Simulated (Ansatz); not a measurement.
# Quasi-harmonic thermodynamics of MgS (Niningerite, Fm-3m), part 2 of 4

How much does MgS (Niningerite) expand with temperature?

What experiment has found for this phase:
- heat capacity C_P per formula unit 45.6 J/mol/K near room temperature (given in “High-Throughput Prediction of Finite-Temperature Properties using the Quasi-Harmonic Approximation”, 2016, arXiv:1603.06924)

Ansatz 0.2.0; DFT LDA, scalar-relativistic, plane waves, PAW (the session's first sound run).

So far. Step 2 (Probe on a coarse mesh): The start is under -3.3 GPa at this level and looks like an insulator or semiconductor on this mesh. Step 4 (Relaxing to small residual forces and stress): The residual pressure is 0.0086 GPa, small enough for phonons.

### Step 5. The quasi-harmonic study, functional LDA, q-mesh 2×2×2

Thermal expansion follows from how the free energy of the vibrations (and of the electrons in a metal) changes with strain, so the program makes strained cells, their phonons and a fit in one run.

File input.yaml:

```yaml
crystal:
  lattice:
    - [0.0, 2.5645181579, 2.5645181579]
    - [2.5645181579, 0.0, 2.5645181579]
    - [2.5645181579, 2.5645181579, 0.0]
  atoms:
    - { symbol: Mg, position: [0.0, 0.0, 0.0] }
    - { symbol: S, position: [0.5, 0.5, 0.5] }
kpoints:
  mp_grid: { grid: [8, 8, 8] }
hamiltonian:
  xc: lda
scf:
  occupations: { method: fixed }
output:
  eigenvalues: true
phonons:
  method: dfpt
  qmesh: [2, 2, 2]
  temperatures: { t_max: 800.0, t_step: 50 }
  thermal_expansion: {}
```

Started as:

```console
> ansatz run input.yaml --threads 4 --pin off --max-ram 16384MiB --backend cpu --events-out ev --progress --plain --runs-dir out
```

Numbers of over 12 decimals in the logs are rounded to 6 here.

The program printed:

```text
[...]
Crystal: 2 atoms, lattice volume = 33.732 Å³
Basis set: ecut = 487.2 eV, 869 PW (Γ), exchange–correlation on 54×54×54 points (8 copies of the dense FFT grid, shifted against one another)
Bands: 12, of which v1, the nominal top of the filled ones, is band 8 counted from 1 (7 counted from 0)
Symmetry: 48 space group operations
[...]
k-points: 29 of 512
[...]
SCF iter   1: F=—  HF=-2774.185761 eV  |F-HF|=—  |Δ(HF+E_count)|=         —  Δρ=6.89e-3  dr2=8.91e-3  ethr=1.77e-3  ⟨swp⟩=5.3  Hψ=1888  notcnv=0  defer=45
[...]
SCF iter   8: F=-2774.179006 eV  HF=-2774.179006 eV  |F-HF|=9.09e-13  |Δ(HF+E_count)|=  1.28e-10  Δρ=2.22e-8  dr2=1.38e-13  ethr=1.00e-12  ⟨swp⟩=7.0  Hψ=1803  notcnv=0
SCF 1 converged in 8 iterations: F = -2774.179006 eV  dr2 = 1.38e-13
[...]
relax step   1: F+E_penalty+E_count = -2774.17900567 eV  Δ(F+E_penalty+E_count) = +0.000e0 eV  max|allowed force component| = 2.375e-30 eV/Å  Δτ_max = 0.0000 Å  (8 SCF iters, accepted)
SCF converged after 8 iterations
Free energy (F): -2774.179006 eV
[...]
Internal energy: -2774.179006 eV  (E = F + TS)
E sigma→0 (E₀):  -2774.179006 eV
Fermi energy:    6.698072 eV
[...]
--- Stress (GPa, compression-positive) ---
        0.006813       0.000000      -0.000000
        0.000000       0.006813       0.000000
       -0.000000      -0.000000       0.006813
  P = ⅓ Tr σ = 0.0068 GPa (0.068 kbar)
--- Band table (eV; the first three rows and the last of 29) ---
  k-point 0: bands = [... 4 lower, -6.2083, 6.6981, 6.6981, 6.6981, 10.5245, 14.4626, 14.4626, 14.4626]
  k-point 1: bands = [... 4 lower, -6.0435, 5.5929, 6.5865, 6.5865, 11.3227, 14.1869, 14.7281, 14.7281]
  k-point 2: bands = [... 4 lower, -5.5946, 3.7321, 6.3449, 6.3449, 11.6209, 14.3781, 14.3781, 15.0714]
  k-point 28: bands = [... 4 lower, -4.2973, 3.2389, 3.2389, 4.1623, 11.9362, 14.5693, 14.5693, 14.7128]
── thermal expansion: 3 new cells, 3 in all ──
thermal expansion: relaxation of cell 2
thermal expansion: relaxation of cell 3
── thermal expansion: 2 new cells, 5 in all ──
thermal expansion: relaxation of cell 4
thermal expansion: lower-state search of cell 4
thermal expansion: phonons of cell 4
thermal expansion: relaxation of cell 5
thermal expansion: phonons of cell 5
── thermal expansion: 5 new cells, 10 in all ──
thermal expansion: relaxation of cell 6
thermal expansion: relaxation of cell 7
thermal expansion: relaxation of cell 8
thermal expansion: relaxation of cell 9
thermal expansion: relaxation of cell 10
thermal expansion: phonons of cell 6
thermal expansion: phonons of cell 7
WARN: thermal expansion: narrow_supercell: the supercell is narrow for a crystal that has a band gap and may be polar, so the expansion can be far off: type phonons.supercell or phonons.qmesh [3, 3, 3] or more in a new run
--- Relaxed structure (1 steps of the walk, 1 accepted, 0 SCFs on fresh bases) ---
  F+E_penalty+E_count = -2774.17900567 eV   max|allowed force component| = 2.375e-30 eV/Å
  atoms:
    - { symbol: Mg, position: [0.0, 0.0, 0.0] }
    - { symbol: S, position: [0.5, 0.5, 0.5] }
--- Thermal expansion: 10 cells in 3 rounds, 0 GPa ---
  no lower state was reached at cell 4
  without vibrations: a 3.62687, b 3.62687, c 3.62687 Å, V 33.7351 Å³, B 83.23 GPa
  at 0 K: a 3.63694, b 3.63694, c 3.63694 Å, V 34.0169 Å³, B 81.29 GPa
  zero-point expansion: a +0.278, b +0.278, c +0.278, V +0.835 %
      T/K        a/Å        b/Å        c/Å       V/Å³ | expansion of a, b, c, V (1e-6/K)   | that of V in the mean from 25 °C | C_P, C_V (J/mol K of the cell) | B_T, B_S (GPa)
     0.00    3.63694    3.63694    3.63694    34.0169 |    0.00    0.00    0.00    0.00 |   26.94 |     0.000     0.000 |    81.29    81.29
   100.00    3.63775    3.63775    3.63775    34.0394 |    6.87    6.87    6.87   20.61 |   37.21 |    23.213    23.143 |    80.77    81.01
   200.00    3.64158    3.64158    3.64158    34.1472 |   13.09   13.09   13.09   39.27 |   43.10 |    40.395    39.894 |    79.00    79.99
   298.15    3.64673    3.64673    3.64673    34.2923 |   15.42   15.42   15.42   46.25 |       - |    46.028    45.014 |    76.98    78.72
   350.00    3.64972    3.64972    3.64972    34.3767 |   16.18   16.18   16.18   48.53 |   47.49 |    47.596    46.301 |    75.87    77.99
   450.00    3.65585    3.65585    3.65585    34.5501 |   17.31   17.31   17.31   51.93 |   49.51 |    49.564    47.704 |    73.64    76.51
   550.00    3.66236    3.66236    3.66236    34.7351 |   18.29   18.29   18.29   54.86 |   51.27 |    50.904    48.435 |    71.32    74.96
   650.00    3.66924    3.66924    3.66924    34.9312 |   19.24   19.24   19.24   57.72 |   52.95 |    51.999    48.861 |    68.90    73.32
   750.00    3.67649    3.67649    3.67649    35.1386 |   20.24   20.24   20.24   60.72 |   54.62 |    53.012    49.128 |    66.37    71.62
   800.00    3.68026    3.68026    3.68026    35.2468 |   20.77   20.77   20.77   62.32 |   55.46 |    53.518    49.226 |    65.07    70.74
  the static fit leaves 0.001 meV an atom of the energies and, of the stresses, 0.000 GPa of each cell's largest along a strain (root mean squares over the cells), whose Pulay part it has at -0.009 GPa
  vibrations' free energy: its fit passes through its cells
  the electrons' free energy at temperature is not in it: every band gap is over 0.83 eV
  free energies summed between the sampled wave vectors
  estimated error of the fitted expansion in any direction: up to 0.040e-6/K, at 800 K, with few degrees of freedom (an estimate, not a bound: it was exceeded on models of known expansion)
  by sums over the sampled wave vectors an expansion of the volume parts by up to 3.39e-6/K
  by a static energy of one degree less an expansion of the volume parts by up to 0.07e-6/K
  band gaps on the cells' k-points are 2.481 to 2.707 eV
  narrow_supercell: the supercell is narrow for a crystal that has a band gap and may be polar, so the expansion can be far off: type phonons.supercell or phonons.qmesh [3, 3, 3] or more in a new run
```

It took 36 s on 4 threads of Intel Xeon Platinum 8488C (Sapphire Rapids), shared host; peak memory 0.6 GiB; 2 min of CPU time.

This step gave:

```yaml
pressure: 0.006813 GPa
volume_expansion_coefficient_at_298_k: 46.25 1e-6/K
c_p_at_298_k: 23.01 J/mol-atom/K
entropy_at_298_k: 25.71 J/mol-atom/K
isothermal_bulk_modulus_at_298_k: 76.98 GPa
grueneisen_parameter_at_298_k: 1.633
volume_at_298_k: 17.15 Å³/atom
principal_linear_expansion_coefficients_at_298_k: 15.42, 15.42, 15.42 1e-6/K
```

Strained cells of the study; zero-point energy where phonons were solved; the pressures are stresses at a fixed cutoff and can carry an offset from the finite basis. Expansion cells, by row:

| cell | \|a\| (Å) | \|b\| (Å) | \|c\| (Å) | V (Å³/atom) | E - E_lowest (meV/atom) | pressure, compression positive (GPa) | gap (eV) | zero-point energy (meV/atom) |
| --- | --- | --- | --- | --- | --- | --- | --- | --- |
| 1 | 3.627 | 3.627 | 3.627 | 16.87 | 0 | -0.003 | 2.648 | - |
| 2 | 3.656 | 3.656 | 3.656 | 17.27 | 2.445 | -1.898 | 2.599 | - |
| 3 | 3.598 | 3.598 | 3.598 | 16.47 | 2.564 | 2.087 | 2.696 | - |
| 4 | 3.627 | 3.627 | 3.627 | 16.87 | 0 | -0.026 | 2.647 | 42.68 |
| 5 | 3.645 | 3.645 | 3.645 | 17.13 | 0.997 | -1.233 | 2.617 | 41.6 |
| 6 | 3.673 | 3.673 | 3.673 | 17.52 | 6.12 | -2.926 | 2.57 | 39.96 |
| 7 | 3.696 | 3.696 | 3.696 | 17.85 | 13.54 | -4.211 | 2.531 | 38.61 |
| 8 | 3.591 | 3.591 | 3.591 | 16.37 | 3.953 | 2.619 | 2.707 | - |
| 9 | 3.609 | 3.609 | 3.609 | 16.62 | 0.965 | 1.257 | 2.678 | - |
| 10 | 3.726 | 3.726 | 3.726 | 18.28 | 26.92 | -5.697 | 2.481 | - |

Quasi-harmonic; a, b, c are the run's own cell vectors. Expansion, by row:

| T (K) | a (Å) | b (Å) | c (Å) | alpha (deg) | beta (deg) | gamma (deg) | cell volume (Å³/cell) | alpha_a (1e-6/K) | alpha_b (1e-6/K) | alpha_c (1e-6/K) | alpha_V (1e-6/K) | C_P (J/mol-atom/K) | C_V (J/mol-atom/K) | S (J/mol-atom/K) | B_T (GPa) | B_S (GPa) | Grueneisen | extrapolation | fit error (1e-6/K) |
| --- | --- | --- | --- | --- | --- | --- | --- | --- | --- | --- | --- | --- | --- | --- | --- | --- | --- | --- | --- |
| 0 | 3.637 | 3.637 | 3.637 | 60 | 60 | 60 | 34.02 | 0 | 0 | 0 | 0 | 0 | 0 | 0 | 81.29 | 81.29 | - | 0 | 0 |
| 50 | 3.637 | 3.637 | 3.637 | 60 | 60 | 60 | 34.02 | 1.41 | 1.41 | 1.41 | 4.23 | 3.069 | 3.068 | 0.961 | 81.24 | 81.26 | 1.146 | 0 | 0 |
| 100 | 3.638 | 3.638 | 3.638 | 60 | 60 | 60 | 34.04 | 6.87 | 6.87 | 6.87 | 20.61 | 11.61 | 11.57 | 5.77 | 80.77 | 81.01 | 1.474 | 0 | 0 |
| 150 | 3.639 | 3.639 | 3.639 | 60 | 60 | 60 | 34.09 | 10.82 | 10.82 | 10.82 | 32.46 | 17.16 | 17.04 | 11.64 | 79.95 | 80.55 | 1.564 | 0 | 0.01 |
| 200 | 3.642 | 3.642 | 3.642 | 60 | 60 | 60 | 34.15 | 13.09 | 13.09 | 13.09 | 39.27 | 20.2 | 19.95 | 17.04 | 79 | 79.99 | 1.599 | 0 | 0.01 |
| 250 | 3.644 | 3.644 | 3.644 | 60 | 60 | 60 | 34.22 | 14.49 | 14.49 | 14.49 | 43.46 | 21.95 | 21.57 | 21.75 | 77.99 | 79.36 | 1.619 | 0 | 0.01 |
| 298.1 | 3.647 | 3.647 | 3.647 | 60 | 60 | 60 | 34.29 | 15.42 | 15.42 | 15.42 | 46.25 | 23.01 | 22.51 | 25.71 | 76.98 | 78.72 | 1.633 | 0 | 0.01 |
| 300 | 3.647 | 3.647 | 3.647 | 60 | 60 | 60 | 34.3 | 15.45 | 15.45 | 15.45 | 46.34 | 23.05 | 22.54 | 25.85 | 76.94 | 78.69 | 1.634 | 0 | 0.01 |
| 350 | 3.65 | 3.65 | 3.65 | 60 | 60 | 60 | 34.38 | 16.18 | 16.18 | 16.18 | 48.53 | 23.8 | 23.15 | 29.46 | 75.87 | 77.99 | 1.646 | 0 | 0.01 |
| 400 | 3.653 | 3.653 | 3.653 | 60 | 60 | 60 | 34.46 | 16.78 | 16.78 | 16.78 | 50.33 | 24.35 | 23.56 | 32.68 | 74.77 | 77.26 | 1.657 | 0 | 0.01 |
| 450 | 3.656 | 3.656 | 3.656 | 60 | 60 | 60 | 34.55 | 17.31 | 17.31 | 17.31 | 51.93 | 24.78 | 23.85 | 35.57 | 73.64 | 76.51 | 1.668 | 0 | 0.02 |
| 500 | 3.659 | 3.659 | 3.659 | 60 | 60 | 60 | 34.64 | 17.81 | 17.81 | 17.81 | 53.42 | 25.14 | 24.06 | 38.2 | 72.49 | 75.75 | 1.679 | 0 | 0.02 |
| 550 | 3.662 | 3.662 | 3.662 | 60 | 60 | 60 | 34.74 | 18.29 | 18.29 | 18.29 | 54.86 | 25.45 | 24.22 | 40.62 | 71.32 | 74.96 | 1.69 | 0 | 0.03 |
| 600 | 3.666 | 3.666 | 3.666 | 60 | 60 | 60 | 34.83 | 18.76 | 18.76 | 18.76 | 56.28 | 25.73 | 24.34 | 42.84 | 70.12 | 74.15 | 1.701 | 0 | 0.03 |
| 650 | 3.669 | 3.669 | 3.669 | 60 | 60 | 60 | 34.93 | 19.24 | 19.24 | 19.24 | 57.72 | 26 | 24.43 | 44.91 | 68.9 | 73.32 | 1.712 | 0 | 0.03 |
| 700 | 3.673 | 3.673 | 3.673 | 60 | 60 | 60 | 35.03 | 19.73 | 19.73 | 19.73 | 59.19 | 26.25 | 24.5 | 46.85 | 67.65 | 72.48 | 1.724 | 0 | 0.02 |
| 750 | 3.676 | 3.676 | 3.676 | 60 | 60 | 60 | 35.14 | 20.24 | 20.24 | 20.24 | 60.72 | 26.51 | 24.56 | 48.67 | 66.37 | 71.62 | 1.736 | 0 | 0.02 |
| 800 | 3.68 | 3.68 | 3.68 | 60 | 60 | 60 | 35.25 | 20.77 | 20.77 | 20.77 | 62.32 | 26.76 | 24.61 | 50.39 | 65.07 | 70.74 | 1.749 | 0 | 0.04 |

The expansion coefficient by temperature; values in 1e-6/K:

| temperature (K) | volume | principal 1 |
| --- | --- | --- |
| 0 | 0 | 0 |
| 50 | 4.23 | 1.41 |
| 100 | 20.6 | 6.87 |
| 150 | 32.5 | 10.8 |
| 200 | 39.3 | 13.1 |
| 250 | 43.5 | 14.5 |
| 298 | 46.2 | 15.4 |
| 300 | 46.3 | 15.4 |
| 350 | 48.5 | 16.2 |
| 400 | 50.3 | 16.8 |
| 450 | 51.9 | 17.3 |
| 500 | 53.4 | 17.8 |
| 550 | 54.9 | 18.3 |
| 600 | 56.3 | 18.8 |
| 650 | 57.7 | 19.2 |
| 700 | 59.2 | 19.7 |
| 750 | 60.7 | 20.2 |
| 800 | 62.3 | 20.8 |

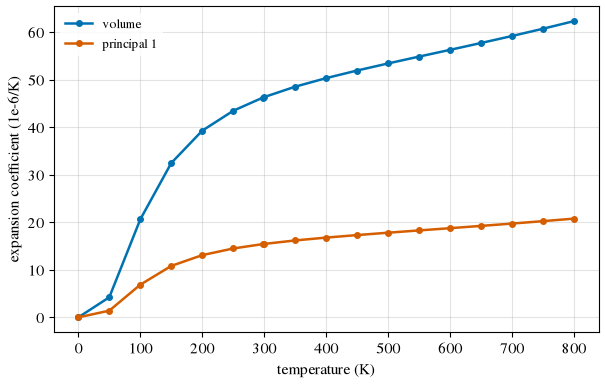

Expansion coefficient against temperature.

At 298 K the volume expansion is 46.2 × 10⁻⁶/K and B_T is 77.0 GPa. The log warns that this q-mesh is too narrow, so the figure can be far off. The program raised the cutoff to 487.2 eV by itself: with no cutoff typed, the study takes about 1.16 times the default for its relaxations and scales it with the volume for the phonons.

(Part 2 of 4 ends here.)

[Logs are printed without paths, hosts, clocks, repeated set-up lines and the standing remarks that a program may print on its own settings, such as how far it seeks lower states.]

[Hosts, paths, dates, database ids (printed as entryN), source tags and the programs' standing remarks are cut or masked in the printed files.]

[A step with changed settings may run another functional than the one named; its input shows which.]

[Pressures of single members of a volume series are the stress at the run's cutoff; with an incomplete basis they can lie off −dE/dV of the same runs, and they are not shown converged.]
